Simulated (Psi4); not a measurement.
# GaH2ClO (SMILES [OH][GaH][Cl]) at MP3/def2-SVPD

What is the vertical ionisation energy of GaH2ClO at MP3/def2-SVPD? 

The results are computed with Psi4 1.11.

5 further runs of the same task are left out: 2 that didn't finish, 3 set aside as unsound or not needed. Runs told in other sessions of the task aren't counted.

## 1. The molecule

GaH2ClO has 5 atoms, charge 0, and is taken as a singlet. SMILES: `[OH][GaH][Cl]`. The coordinates come from a PBE0-D4/def2-TZVP relaxation. This is one conformer, not always the lowest.

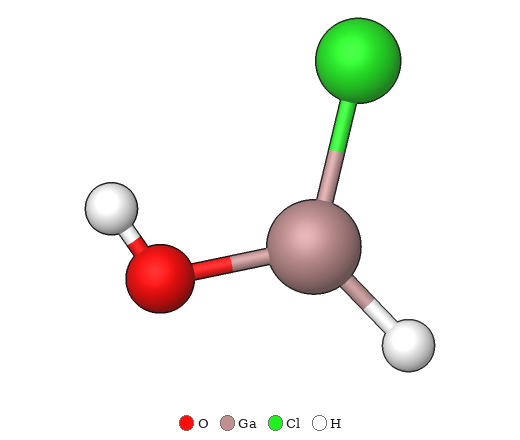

Viewed from a chosen angle; oxygen red, gallium pink, chlorine green, hydrogen white.

## 2. A single-point energy at MP3/def2-SVPD

Contents of clgah2o_ase.py:

```python
import numpy as np
from ase.calculators.psi4 import Psi4
from ase import Atoms

mol = Atoms(['O', 'Ga', 'Cl', 'H', 'H'], positions=[
    [-1.152400, 0.516000, -0.496900],
    [0.470000, 0.208100, 0.146200],
    [0.927500, -1.856600, 0.504600],
    [-1.672300, -0.281800, -0.622300],
    [1.477200, 1.340600, 0.426900],
])
calc = Psi4(atoms=mol, method='mp3', basis='def2-SVPD', memory='2200MB', num_threads=1, charge=0, multiplicity=1, label='clgah2o')
calc.psi4.set_options({'puream': True, 'e_convergence': 1e-09, 'd_convergence': 1e-08, 'scf_type': 'pk', 'num_frozen_docc': 15, 'mp_type': 'conv'})
mol.calc = calc

print(f'energy: {mol.get_potential_energy():.6f} eV')
```

Launch:

```console
$ python clgah2o_ase.py
```

clgah2o.dat:

```text
[...]
  Running in c1 symmetry.
[...]
  Nuclear repulsion =  255.054728086578365
[...]
  Multiplicity = 1
[...]
  Nalpha       = 29
  Nbeta        = 29
[...]
    Number of basis functions: 104
[...]
   @RHF iter   1: -2457.04814662343097   -3.14146e+00   2.20446e-02 DIIS/ADIIS
[...]
   @RHF iter  12: -2458.42525916840623   -2.72848e-12   5.70319e-09 DIIS
[...]
    Orbital Energies [Eh]
    ---------------------
    Doubly Occupied:
       1A   -378.834733     2A   -104.794945     3A    -48.201156
       4A    -42.544061     5A    -42.540797     6A    -42.539457
       7A    -20.560949     8A    -10.556177     9A     -8.030542
      10A     -8.028570    11A     -8.028360    12A     -6.444109
      13A     -4.543243    14A     -4.538666    15A     -4.535867
      16A     -1.323609    17A     -1.257545    18A     -1.253104
      19A     -1.248968    20A     -1.248378    21A     -1.223587
      22A     -1.072670    23A     -0.685838    24A     -0.593062
      25A     -0.525755    26A     -0.510566    27A     -0.486431
      28A     -0.468431    29A     -0.457181
[...]
  @RHF Final Energy: -2458.42525916840623
   => Energetics <=
    Nuclear Repulsion Energy =            255.0547280865783648
    One-Electron Energy =               -3932.8064642712479326
    Two-Electron Energy =                1219.3264770162631976
    Total Energy =                      -2458.4252591684062281
[...]
 Multipole Moments:
 ------------------------------------------------------------------------------------
     Multipole            Electronic (a.u.)      Nuclear  (a.u.)        Total (a.u.)
 ------------------------------------------------------------------------------------
 L = 1.  Multiply by 2.5417464519 to convert [e a0] to [Debye]
 Dipole X            :          2.1023388           -1.9985696            0.1037691
 Dipole Y            :          0.7541119           -0.5554586            0.1986533
 Dipole Z            :          0.7300292           -0.7081602            0.0218689
 Magnitude           :                                                    0.2251875
[...]
	SCS-MP2 Total Energy (a.u.)        : -2458.95947654870042
	SOS-MP2 Total Energy (a.u.)        : -2458.94542293844461
[...]
	SOS-PI-MP2 Total Energy (a.u.)     : -2458.98543553613990
[...]
	MP2 Total Energy (a.u.)            : -2458.98758376921342
[...]
	SCS-MP3 Total Energy (a.u.)        : -2458.95824555919853
[...]
	MP3 Total Energy (a.u.)            : -2458.98265981120630
[...]
```

Standard output:

```text
energy: -66912.326383 eV
```

Wall time 14 s (1 thread of Intel Xeon Platinum 8259CL at 2.50GHz (Skylake/Cascade Lake), shared host); peak memory 0.87 GiB.

## 3. The doublet cation

Contents of clgah2o.xyz:

```xyz
5
ClGaH2O
O     -1.152400     0.516000    -0.496900
Ga     0.470000     0.208100     0.146200
Cl     0.927500    -1.856600     0.504600
H     -1.672300    -0.281800    -0.622300
H      1.477200     1.340600     0.426900
```

Contents of run.py:

```python
import psi4

psi4.set_memory('2200 MB')
psi4.set_num_threads(1)
psi4.set_output_file('output.dat', False)

with open('clgah2o.xyz') as f:
    atoms = ''.join(f.readlines()[2:])
molecule = psi4.geometry('1 2\n' + atoms + 'symmetry c1\nno_reorient\nno_com')

psi4.set_options({
    'basis': 'def2-SVPD',
    'reference': 'uhf',
    'puream': True,
    'e_convergence': 1e-09,
    'd_convergence': 1e-08,
    'scf_type': 'pk',
    'num_frozen_docc': 15,
    'maxiter': 100,
    'mp_type': 'conv',
})

energy_value, wavefunction = psi4.energy("mp3", molecule=molecule, return_wfn=True)
print(f'total energy {energy_value:.8f} hartree = {energy_value * 27.211386:.5f} eV')
for k, v in sorted(psi4.core.scalar_variables().items()):
    print(f'{k:45s} {v:18.10f}')
```

Launch:

```console
$ python run.py
```

output.dat:

```text
[...]
  Running in c1 symmetry.
[...]
  Nuclear repulsion =  255.054728086578365
[...]
  Multiplicity = 2
[...]
  Nalpha       = 29
  Nbeta        = 28
[...]
    Number of basis functions: 104
[...]
   @UHF iter   1: -2456.56677096423618   -2.66008e+00   2.23190e-02 ADIIS/DIIS
[...]
   @UHF iter  21: -2458.02401841466508   -1.59162e-11   8.24143e-09 DIIS
[...]
   @S^2 Observed:                7.588896147E-01
[...]
    Orbital Energies [Eh]
    ---------------------
    Alpha Occupied:
       1A   -379.060532     2A   -105.188112     3A    -48.427643
       4A    -42.769890     5A    -42.767848     6A    -42.765444
       7A    -20.756400     8A    -10.947619     9A     -8.439620
      10A     -8.416167    11A     -8.414185    12A     -6.669873
      13A     -4.767198    14A     -4.766170    15A     -4.760010
      16A     -1.525537    17A     -1.509781    18A     -1.478989
      19A     -1.473147    20A     -1.472059    21A     -1.452408
      22A     -1.429692    23A     -0.907820    24A     -0.896516
      25A     -0.858756    26A     -0.822137    27A     -0.726616
      28A     -0.699895    29A     -0.694319
    Alpha Virtual:
[...]
  @UHF Final Energy: -2458.02401841466508
   => Energetics <=
    Nuclear Repulsion Energy =            255.0547280865783648
    One-Electron Energy =               -3917.6076529991910320
    Two-Electron Energy =                1204.5289064979474460
    Total Energy =                      -2458.0240184146650790
  UHF NO Occupations:
  HONO-2 :   27  A 1.9994322
  HONO-1 :   28  A 1.9965610
  HONO-0 :   29  A 1.0000000
  LUNO+0 :   30  A 0.0034390
  LUNO+1 :   31  A 0.0005678
[...]
 Multipole Moments:
 ------------------------------------------------------------------------------------
     Multipole            Electronic (a.u.)      Nuclear  (a.u.)        Total (a.u.)
 ------------------------------------------------------------------------------------
 L = 1.  Multiply by 2.5417464519 to convert [e a0] to [Debye]
 Dipole X            :        -38.0289660           39.5391177            1.5101517
 Dipole Y            :         35.4760571          -37.6514702           -2.1754131
 Dipole Z            :        -16.1512829           16.8937736            0.7424908
 Magnitude           :                                                    2.7503223
[...]
	SCS-MP2 Total Energy (a.u.)        : -2458.53007886033447
	SOS-MP2 Total Energy (a.u.)        : -2458.51744978492570
[...]
	SOS-PI-MP2 Total Energy (a.u.)     : -2458.55540604417638
[...]
	MP2 Total Energy (a.u.)            : -2458.55533701115110
[...]
	SCS-MP3 Total Energy (a.u.)        : -2458.52936861995340
[...]
	MP3 Total Energy (a.u.)            : -2458.55249604962728
[...]
```

Run time: 28 s. Hardware: 1 thread of Intel Xeon Platinum 8259CL at 2.50GHz (Skylake/Cascade Lake), shared host; peak memory 0.87 GiB.

## 4. Outcome

At MP3/def2-SVPD, 15 core orbitals frozen:

| quantity | value |
| --- | --- |
| singlet GaH2ClO: total energy | -2458.98266 Eh |
| singlet GaH2ClO: HOMO energy (Hartree–Fock orbitals) | -12.44 eV |
| singlet GaH2ClO: LUMO energy (Hartree–Fock orbitals) | 1.35 eV |
| singlet GaH2ClO: HOMO–LUMO gap (Hartree–Fock orbitals) | 13.79 eV |
| singlet GaH2ClO: correlation energy (15 core orbitals frozen) | -557.4 mEh |
| doublet cation: total energy | -2458.55250 Eh |
| doublet cation: HOMO energy (Hartree–Fock orbitals) (highest over α and β) | -18.83 eV |
| doublet cation: LUMO energy (Hartree–Fock orbitals) (lowest over α and β) | -9.49 eV |
| doublet cation: correlation energy (15 core orbitals frozen) | -528.5 mEh |
| doublet cation: ⟨S²⟩ of the reference determinant | 0.759 |
| vertical ionisation energy (to the doublet cation) | 11.705 eV |

In words: The vertical ionisation energy comes to 11.71 eV (270 kcal/mol). With no_com the log's rotational constants are taken about the origin, not the centre of mass, so they aren't the molecule's.
